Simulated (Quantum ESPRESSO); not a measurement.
# GaFe3: the choice of smearing

Aim: see how far moments and order energies of GaFe3 move with the smearing, and what each rung costs.

Program: Quantum ESPRESSO 7.5. Level of theory: BLYP; plane waves with GBRV 1.5 PBE potentials, no spin-orbit coupling (settings of the first rung). Results are calculated unless marked as measured.

**1. Set-up**

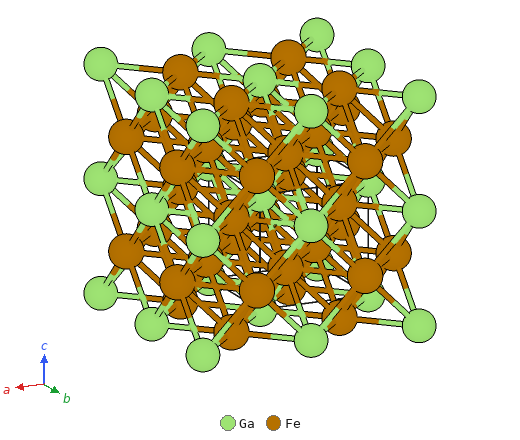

The starting structure, seen from a free direction (gallium green, iron orange). 2×2×2 cells are drawn. Some periodic images of atoms are drawn too.

As a file:

```
Ga Fe
1.0
     3.70100    0.00000    0.00000
     0.00000    3.70100    0.00000
     0.00000    0.00000    3.70100
Ga Fe
1 3
Direct
  0.00000 0.00000 0.00000
  0.00000 0.50000 0.50000
  0.50000 0.00000 0.50000
  0.50000 0.50000 0.00000
```

The cell comes from the Crystallography Open Database.

**2. Rung 1, start ferro +++**

ASE passes magmoms on as starting_magnetization. pw.x reads values of 1 or more as Bohr magnetons; where all are smaller, it reads them as fractions of the valence charge.

pw.py

```python
from ase import Atoms
from ase.calculators.espresso import Espresso, EspressoProfile

atoms = Atoms(['Ga', 'Fe', 'Fe', 'Fe'],
    cell=[[3.701, 0.0, 0.0],
         [0.0, 3.701, 0.0],
         [0.0, 0.0, 3.701]],
    scaled_positions=[[0.0, 0.0, 0.0],
         [0.0, 0.5, 0.5],
         [0.5, 0.0, 0.5],
         [0.5, 0.5, 0.0]],
    pbc=True,
    magmoms=[0.0, 2.8, 2.8, 2.8])
input_data = {
    'control': {'calculation': 'scf', 'prefix': 'pwscf', 'outdir': './tmp', 'disk_io': 'nowf'},
    'system': {'ecutwfc': 40.0, 'ecutrho': 280.0, 'nbnd': 48, 'input_dft': 'blyp', 'occupations': 'smearing', 'smearing': 'fd', 'degauss': 0.02204959, 'nspin': 2},
    'electrons': {'conv_thr': 8e-09, 'electron_maxstep': 150, 'mixing_beta': 0.3},
}
atoms.calc = Espresso(
    profile=EspressoProfile(command='mpirun -n 2 pw.x -nk 2', pseudo_dir='pseudo'),
    pseudopotentials={'Fe': 'fe_pbe_v1.5.uspp.F.UPF', 'Ga': 'ga_pbe_v1.4.uspp.F.UPF'},
    input_data=input_data,
    kpts=(8, 8, 8),
    koffset=(0, 0, 0))
atoms.get_potential_energy()
energy = atoms.calc.results['free_energy']
print(f'free energy: {energy:.6f} eV')
print('site moments (muB):', atoms.get_magnetic_moments().round(3))
```

espresso.pwi

```
&CONTROL
   calculation      = 'scf'
   outdir           = './tmp'
   prefix           = 'pwscf'
   disk_io          = 'nowf'
   pseudo_dir       = 'pseudo'
/
&SYSTEM
   nbnd             = 48
   ecutwfc          = 40.0
   ecutrho          = 280.0
   occupations      = 'smearing'
   degauss          = 0.02204959
   smearing         = 'fd'
   nspin            = 2
   input_dft        = 'blyp'
   starting_magnetization(1) = 0.0
   starting_magnetization(2) = 2.8
   ntyp             = 2
   nat              = 4
   ibrav            = 0
/
&ELECTRONS
   electron_maxstep = 150
   conv_thr         = 8e-09
   mixing_beta      = 0.3
/
&IONS
/
&CELL
/
&FCP
/
&RISM
/
ATOMIC_SPECIES
Ga  69.723 ga_pbe_v1.4.uspp.F.UPF
Fe  55.845 fe_pbe_v1.5.uspp.F.UPF

K_POINTS automatic
8 8 8  0 0 0

CELL_PARAMETERS angstrom
3.70100000000000 0.00000000000000 0.00000000000000
0.00000000000000 3.70100000000000 0.00000000000000
0.00000000000000 0.00000000000000 3.70100000000000

ATOMIC_POSITIONS angstrom
Ga  0.0000000000 0.0000000000 0.0000000000  
Fe  0.0000000000 1.8505000000 1.8505000000  
Fe  1.8505000000 0.0000000000 1.8505000000  
Fe  1.8505000000 1.8505000000 0.0000000000
```

Started as:

```
$ OMP_NUM_THREADS=1 python3 pw.py > pw.log
```

What it wrote:

```text
free energy: -15860.487474 eV
site moments (muB): [-0.102  2.306  2.306  2.306]

--- espresso.pwo ---
Program PWSCF v.7.5 starts

Warning: card &CELL ignored
Warning: card &FCP ignored
Warning: card &RISM ignored

     IMPORTANT: XC functional enforced from input :
     Exchange-correlation= BLYP
                           (   1   3   1   3   0   0   0)
     Any further DFT definition will be discarded
     Please, verify this is what you really want

     Message from routine setup:
     using ibrav=0 with symmetry is DISCOURAGED, use correct ibrav instead

     K-points division:     npool     =       2
     Subspace diagonalization in iterative solution of the eigenvalue problem:

     bravais-lattice index     =            0
     lattice parameter (alat)  =       6.9939  a.u.
     unit-cell volume          =     342.1006 (a.u.)^3
     number of atoms/cell      =            4
     number of atomic types    =            2
     number of electrons       =        67.00
     number of Kohn-Sham states=           48
     kinetic-energy cutoff     =      40.0000  Ry
     charge density cutoff     =     280.0000  Ry
     scf convergence threshold =      8.0E-09
     mixing beta               =       0.3000
     number of iterations used =            8  plain     mixing
     Exchange-correlation= BLYP
                           (   1   3   1   3   0   0   0)

     celldm(1)=   6.993876  celldm(2)=   0.000000  celldm(3)=   0.000000
     celldm(4)=   0.000000  celldm(5)=   0.000000  celldm(6)=   0.000000

     crystal axes: (cart. coord. in units of alat)
               a(1) = (   1.000000   0.000000   0.000000 )
               a(2) = (   0.000000   1.000000   0.000000 )
               a(3) = (   0.000000   0.000000   1.000000 )

     reciprocal axes: (cart. coord. in units 2 pi/alat)
               b(1) = (  1.000000  0.000000  0.000000 )
               b(2) = (  0.000000  1.000000  0.000000 )
               b(3) = (  0.000000  0.000000  1.000000 )

     PseudoPot. # 1 for Ga read from file:
     ga_pbe_v1.4.uspp.F.UPF
     Pseudo is Ultrasoft + core correction, Zval = 19.0

     PseudoPot. # 2 for Fe read from file:
     fe_pbe_v1.5.uspp.F.UPF
     Pseudo is Ultrasoft + core correction, Zval = 16.0

     atomic species   valence    mass     pseudopotential
     Ga               19.00    69.72300     Ga( 1.00)
     Fe               16.00    55.84500     Fe( 1.00)

     Starting magnetic structure
     atomic species   magnetization
     Ga              0.000
     Fe              0.175

     48 Sym. Ops., with inversion, found

   Cartesian axes

     site n.     atom                  positions (alat units)
         1        Ga     tau(   1) = (   0.0000000   0.0000000   0.0000000  )
         2        Fe     tau(   2) = (   0.0000000   0.5000000   0.5000000  )
         3        Fe     tau(   3) = (   0.5000000   0.0000000   0.5000000  )
         4        Fe     tau(   4) = (   0.5000000   0.5000000   0.0000000  )

     number of k points=    35  Fermi-Dirac smearing, width (Ry)=  0.0220
                       cart. coord. in units 2pi/alat
        k(    1) = (   0.0000000   0.0000000   0.0000000), wk =   0.0019531
        k(    2) = (   0.0000000   0.0000000   0.1250000), wk =   0.0117188
        k(    3) = (   0.0000000   0.0000000   0.2500000), wk =   0.0117188
        k(    4) = (   0.0000000   0.0000000   0.3750000), wk =   0.0117188
        k(    5) = (   0.0000000   0.0000000  -0.5000000), wk =   0.0058594
        [... 30 further k-points ...]

     Dense  grid:    27081 G-vectors     FFT dimensions: (  40,  40,  40)

     Smooth grid:    11753 G-vectors     FFT dimensions: (  30,  30,  30)

     Check: negative core charge=   -0.000049
     Generating pointlists ...
     new r_m :   0.2917 (alat units)  2.0400 (a.u.) for type    1
     new r_m :   0.2917 (alat units)  2.0400 (a.u.) for type    2

     Initial potential from superposition of free atoms

     starting charge      63.0000, renormalised to      67.0000
     Starting wfcs are   51 randomized atomic wfcs

     Self-consistent Calculation

     iteration #  1     ecut=    40.00 Ry     beta= 0.30
     Davidson diagonalization with overlap
     ethr =  1.00E-02,  avg # of iterations =  3.3

     total energy              =   -1137.15393467 Ry
     estimated scf accuracy    <      69.33852158 Ry

     total magnetization       =     3.74 Bohr mag/cell
     absolute magnetization    =     4.07 Bohr mag/cell

     iteration #  2     ecut=    40.00 Ry     beta= 0.30
     Davidson diagonalization with overlap
     ethr =  1.00E-02,  avg # of iterations =  2.2

     total energy              =   -1163.14332364 Ry
     estimated scf accuracy    <      35.12547133 Ry

     total magnetization       =     4.50 Bohr mag/cell
     absolute magnetization    =     4.55 Bohr mag/cell

     [... further iterations left out ...]

     iteration # 14     ecut=    40.00 Ry     beta= 0.30
     Davidson diagonalization with overlap
     ethr =  7.98E-10,  avg # of iterations =  2.0

     total energy              =   -1165.72443002 Ry
     estimated scf accuracy    <       0.00000001 Ry

     total magnetization       =     6.72 Bohr mag/cell
     absolute magnetization    =     7.22 Bohr mag/cell

     iteration # 15     ecut=    40.00 Ry     beta= 0.30
     Davidson diagonalization with overlap
     ethr =  1.80E-11,  avg # of iterations =  2.4

     Magnetic moment per site  (integrated on atomic sphere of radius R)
     atom   1 (R=0.292)  charge= 17.5255  magn= -0.1021
     atom   2 (R=0.292)  charge= 14.7135  magn=  2.3057
     atom   3 (R=0.292)  charge= 14.7135  magn=  2.3057
     atom   4 (R=0.292)  charge= 14.7135  magn=  2.3057

     End of self-consistent calculation

     [... lines left out ...]
     the Fermi energy is    17.0905 ev

!    total energy              =   -1165.72443009 Ry
     estimated scf accuracy    <          4.6E-09 Ry
     smearing contrib. (-TS)   =      -0.08493254 Ry
     internal energy E=F+TS    =   -1165.63949755 Ry

     The total energy is F=E-TS. E is the sum of the following terms:
     one-electron contribution =    -660.55897679 Ry
     hartree contribution      =     368.39490596 Ry
     xc contribution           =    -135.60404973 Ry
     ewald contribution        =    -737.87137699 Ry

     total magnetization       =     6.72 Bohr mag/cell
     absolute magnetization    =     7.22 Bohr mag/cell

     convergence has been achieved in  15 iterations

=------------------------------------------------------------------------------=
   JOB DONE.
=------------------------------------------------------------------------------=
```

Run time: 55 s. Hardware: 2 MPI ranks of Arm Neoverse V2, shared host; peak memory 0.3 GiB; 1.8 min of CPU time.

Spin moment in the atom's sphere by atom:

```csv
atom,spin moment in the atom's sphere (μB)
Ga1,-0.10
Fe2,2.31
Fe3,2.31
Fe4,2.31
```

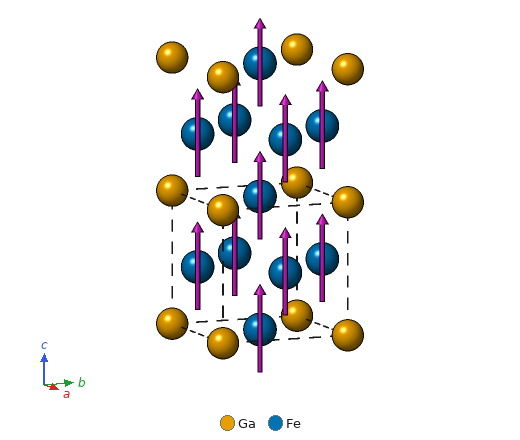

Spin moment in the atom's sphere as arrows, the longest 2.31 μB. Up and down stand for the sign. Arrows give size and sign along the axis of quantisation, drawn up and down the page. 1×1×2 cells are drawn. Some periodic images of atoms are drawn too.

Numbers from this step:

```yaml
magnetization: 6.721 μB
final_state: ferromagnetic
```

**3. Rung 1, start ferri ++-**

Edit pw.py of step 2 so:

```diff
@@ -12,6 +12,6 @@
     pbc=True,
-    magmoms=[0.0, 2.8, 2.8, 2.8])
+    magmoms=[0.0, 2.8, 2.8, -2.8])
 input_data = {
     'control': {'calculation': 'scf', 'prefix': 'pwscf', 'outdir': './tmp', 'disk_io': 'nowf'},
-    'system': {'ecutwfc': 40.0, 'ecutrho': 280.0, 'nbnd': 48, 'input_dft': 'blyp', 'occupations': 'smearing', 'smearing': 'fd', 'degauss': 0.02204959, 'nspin': 2},
+    'system': {'ecutwfc': 40.0, 'ecutrho': 280.0, 'nbnd': 45, 'input_dft': 'blyp', 'occupations': 'smearing', 'smearing': 'fd', 'degauss': 0.02204959, 'nspin': 2},
     'electrons': {'conv_thr': 8e-09, 'electron_maxstep': 150, 'mixing_beta': 0.3},
```

Started as:

```
$ OMP_NUM_THREADS=1 python3 pw.py > pw.log
```

What it wrote:

```text
     [... lines left out ...]
free energy: -15860.048885 eV
site moments (muB): [-0.031  2.085  2.085 -1.711]
--- espresso.pwo ---
Program PWSCF v.7.5 starts
     [... lines left out ...]
     number of atoms/cell      =            4
     [... lines left out ...]
     number of electrons       =        67.00
     number of Kohn-Sham states=           45
     kinetic-energy cutoff     =      40.0000  Ry
     charge density cutoff     =     280.0000  Ry
     scf convergence threshold =      8.0E-09
     [... lines left out ...]
     16 Sym. Ops., with inversion, found
     [... lines left out ...]
     number of k points=    75  Fermi-Dirac smearing, width (Ry)=  0.0220
     [... lines left out ...]
     iteration # 23     ecut=    40.00 Ry     beta= 0.30
     [... lines left out ...]
     Magnetic moment per site  (integrated on atomic sphere of radius R)
     atom   1 (R=0.292)  charge= 17.5219  magn= -0.0314
     atom   2 (R=0.292)  charge= 14.7099  magn=  2.0846
     atom   3 (R=0.292)  charge= 14.7099  magn=  2.0846
     atom   4 (R=0.292)  charge= 14.7254  magn= -1.7107
     [... lines left out ...]
     the Fermi energy is    17.0594 ev
!    total energy              =   -1165.69219439 Ry
     estimated scf accuracy    <          3.0E-09 Ry
     smearing contrib. (-TS)   =      -0.12725172 Ry
     [... lines left out ...]
     total magnetization       =     2.40 Bohr mag/cell
     absolute magnetization    =     6.12 Bohr mag/cell
     convergence has been achieved in  23 iterations
```

Run time: 2.6 min. Hardware: 2 MPI ranks; peak memory 0.44 GiB.

Spin moment in the atom's sphere by atom:

```csv
atom,spin moment in the atom's sphere (μB)
Ga1,-0.03
Fe2,2.08
Fe3,2.08
Fe4,-1.71
```

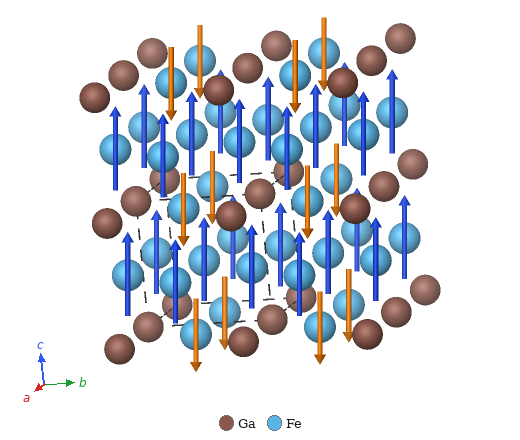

Spin moment in the atom's sphere as arrows, the longest 2.08 μB. Up and down stand for the sign. Arrows give size and sign along the axis of quantisation, drawn up and down the page. The two directions have two colours. 2×2×2 cells are drawn. Some periodic images of atoms are drawn too.

Numbers from this step:

```yaml
magnetization: 2.396 μB
final_state: ferrimagnetic
```

**4. Rung 2, start ferro +++**

Edit pw.py of step 3 so:

```diff
@@ -12,6 +12,6 @@
     pbc=True,
-    magmoms=[0.0, 2.8, 2.8, -2.8])
+    magmoms=[0.0, 2.8, 2.8, 2.8])
 input_data = {
     'control': {'calculation': 'scf', 'prefix': 'pwscf', 'outdir': './tmp', 'disk_io': 'nowf'},
-    'system': {'ecutwfc': 40.0, 'ecutrho': 280.0, 'nbnd': 45, 'input_dft': 'blyp', 'occupations': 'smearing', 'smearing': 'fd', 'degauss': 0.02204959, 'nspin': 2},
+    'system': {'ecutwfc': 40.0, 'ecutrho': 280.0, 'nbnd': 48, 'input_dft': 'blyp', 'occupations': 'smearing', 'smearing': 'fd', 'degauss': 0.00734986, 'nspin': 2},
     'electrons': {'conv_thr': 8e-09, 'electron_maxstep': 150, 'mixing_beta': 0.3},
```

Started as:

```
$ OMP_NUM_THREADS=1 python3 pw.py > pw.log
```

What it wrote:

```text
     [... lines left out ...]
free energy: -15860.070284 eV
site moments (muB): [-0.116  2.43   2.43   2.43 ]
--- espresso.pwo ---
Program PWSCF v.7.5 starts
     [... lines left out ...]
     number of atoms/cell      =            4
     [... lines left out ...]
     number of electrons       =        67.00
     number of Kohn-Sham states=           48
     kinetic-energy cutoff     =      40.0000  Ry
     charge density cutoff     =     280.0000  Ry
     scf convergence threshold =      8.0E-09
     [... lines left out ...]
     48 Sym. Ops., with inversion, found
     [... lines left out ...]
     number of k points=    35  Fermi-Dirac smearing, width (Ry)=  0.0073
     [... lines left out ...]
     iteration # 14     ecut=    40.00 Ry     beta= 0.30
     [... lines left out ...]
     Magnetic moment per site  (integrated on atomic sphere of radius R)
     atom   1 (R=0.292)  charge= 17.5273  magn= -0.1157
     atom   2 (R=0.292)  charge= 14.7101  magn=  2.4304
     atom   3 (R=0.292)  charge= 14.7101  magn=  2.4304
     atom   4 (R=0.292)  charge= 14.7101  magn=  2.4304
     [... lines left out ...]
     the Fermi energy is    17.0610 ev
!    total energy              =   -1165.69376720 Ry
     estimated scf accuracy    <          4.9E-09 Ry
     smearing contrib. (-TS)   =      -0.00495221 Ry
     [... lines left out ...]
     total magnetization       =     7.04 Bohr mag/cell
     absolute magnetization    =     7.64 Bohr mag/cell
     convergence has been achieved in  14 iterations
```

The job ended after 51 s (2 MPI ranks; peak memory 0.3 GiB; 1.7 min of CPU time).

Read from the output:

```
magnetization  : 7.042 μB
final state    : ferromagnetic
largest moment : 2.430 μB
```

**5. Rung 2, start ferri ++-**

Edit pw.py of step 4 so:

```diff
@@ -12,6 +12,6 @@
     pbc=True,
-    magmoms=[0.0, 2.8, 2.8, 2.8])
+    magmoms=[0.0, 2.8, 2.8, -2.8])
 input_data = {
     'control': {'calculation': 'scf', 'prefix': 'pwscf', 'outdir': './tmp', 'disk_io': 'nowf'},
-    'system': {'ecutwfc': 40.0, 'ecutrho': 280.0, 'nbnd': 48, 'input_dft': 'blyp', 'occupations': 'smearing', 'smearing': 'fd', 'degauss': 0.00734986, 'nspin': 2},
+    'system': {'ecutwfc': 40.0, 'ecutrho': 280.0, 'nbnd': 45, 'input_dft': 'blyp', 'occupations': 'smearing', 'smearing': 'fd', 'degauss': 0.00734986, 'nspin': 2},
     'electrons': {'conv_thr': 8e-09, 'electron_maxstep': 150, 'mixing_beta': 0.3},
```

Started as:

```
$ OMP_NUM_THREADS=1 python3 pw.py > pw.log
```

What it wrote:

```text
     [... lines left out ...]
free energy: -15859.289327 eV
site moments (muB): [-0.027  2.244  2.244 -2.097]
--- espresso.pwo ---
Program PWSCF v.7.5 starts
     [... lines left out ...]
     number of atoms/cell      =            4
     [... lines left out ...]
     number of electrons       =        67.00
     number of Kohn-Sham states=           45
     kinetic-energy cutoff     =      40.0000  Ry
     charge density cutoff     =     280.0000  Ry
     scf convergence threshold =      8.0E-09
     [... lines left out ...]
     16 Sym. Ops., with inversion, found
     [... lines left out ...]
     number of k points=    75  Fermi-Dirac smearing, width (Ry)=  0.0073
     [... lines left out ...]
     iteration # 21     ecut=    40.00 Ry     beta= 0.30
     [... lines left out ...]
     Magnetic moment per site  (integrated on atomic sphere of radius R)
     atom   1 (R=0.292)  charge= 17.5271  magn= -0.0269
     atom   2 (R=0.292)  charge= 14.7038  magn=  2.2439
     atom   3 (R=0.292)  charge= 14.7038  magn=  2.2439
     atom   4 (R=0.292)  charge= 14.7128  magn= -2.0974
     [... lines left out ...]
     the Fermi energy is    17.0756 ev
!    total energy              =   -1165.63636788 Ry
     estimated scf accuracy    <          6.2E-09 Ry
     smearing contrib. (-TS)   =      -0.01294297 Ry
     [... lines left out ...]
     total magnetization       =     2.33 Bohr mag/cell
     absolute magnetization    =     6.84 Bohr mag/cell
     convergence has been achieved in  21 iterations
```

It took 2.3 min on 2 MPI ranks; peak memory 0.44 GiB; 4.7 min of CPU time.

Numbers from this step:

| Quantity | Value |
| --- | --- |
| magnetization | 2.326 μB |
| final state | ferrimagnetic |
| largest moment | 2.244 μB |

**6. Rung 3, start ferro +++**

Edit pw.py of step 5 so:

```diff
@@ -12,6 +12,6 @@
     pbc=True,
-    magmoms=[0.0, 2.8, 2.8, -2.8])
+    magmoms=[0.0, 2.8, 2.8, 2.8])
 input_data = {
     'control': {'calculation': 'scf', 'prefix': 'pwscf', 'outdir': './tmp', 'disk_io': 'nowf'},
-    'system': {'ecutwfc': 40.0, 'ecutrho': 280.0, 'nbnd': 45, 'input_dft': 'blyp', 'occupations': 'smearing', 'smearing': 'fd', 'degauss': 0.00734986, 'nspin': 2},
+    'system': {'ecutwfc': 40.0, 'ecutrho': 280.0, 'nbnd': 48, 'input_dft': 'blyp', 'occupations': 'smearing', 'smearing': 'fd', 'degauss': 0.00183747, 'nspin': 2},
     'electrons': {'conv_thr': 8e-09, 'electron_maxstep': 150, 'mixing_beta': 0.3},
```

Started as:

```
$ OMP_NUM_THREADS=1 python3 pw.py > pw.log
```

What it wrote:

```text
     [... lines left out ...]
free energy: -15860.041327 eV
site moments (muB): [-0.118  2.429  2.429  2.429]
--- espresso.pwo ---
Program PWSCF v.7.5 starts
     [... lines left out ...]
     number of atoms/cell      =            4
     [... lines left out ...]
     number of electrons       =        67.00
     number of Kohn-Sham states=           48
     kinetic-energy cutoff     =      40.0000  Ry
     charge density cutoff     =     280.0000  Ry
     scf convergence threshold =      8.0E-09
     [... lines left out ...]
     48 Sym. Ops., with inversion, found
     [... lines left out ...]
     number of k points=    35  Fermi-Dirac smearing, width (Ry)=  0.0018
     [... lines left out ...]
     iteration # 15     ecut=    40.00 Ry     beta= 0.30
     [... lines left out ...]
     Magnetic moment per site  (integrated on atomic sphere of radius R)
     atom   1 (R=0.292)  charge= 17.5274  magn= -0.1180
     atom   2 (R=0.292)  charge= 14.7098  magn=  2.4292
     atom   3 (R=0.292)  charge= 14.7098  magn=  2.4292
     atom   4 (R=0.292)  charge= 14.7098  magn=  2.4292
     [... lines left out ...]
     the Fermi energy is    17.0503 ev
!    total energy              =   -1165.69163886 Ry
     estimated scf accuracy    <          4.9E-09 Ry
     smearing contrib. (-TS)   =      -0.00027067 Ry
     [... lines left out ...]
     total magnetization       =     7.03 Bohr mag/cell
     absolute magnetization    =     7.64 Bohr mag/cell
     convergence has been achieved in  15 iterations
```

Run time: 54 s. Hardware: 2 MPI ranks; peak memory 0.34 GiB; 1.8 min of CPU time.

This step gave:

```yaml
magnetization: 7.031 μB
final_state: ferromagnetic
largest_moment: 2.429 μB
```

(Continued in part 2 of 2.)

[Logs and program files are shortened in this print: banners, set-up blocks, solver, clock and traceback lines can be left out without a mark of their own.]

[Logs are printed without paths, hosts, clocks, repeated set-up lines and the standing remarks that a program may print on its own settings, such as how far it seeks lower states.]

[Hosts, paths, dates, database ids (printed as entryN), source tags and the programs' standing remarks are cut or masked in the printed files.]

[Where a cell is said to come from a database of computed structures, the database is the Materials Project.]
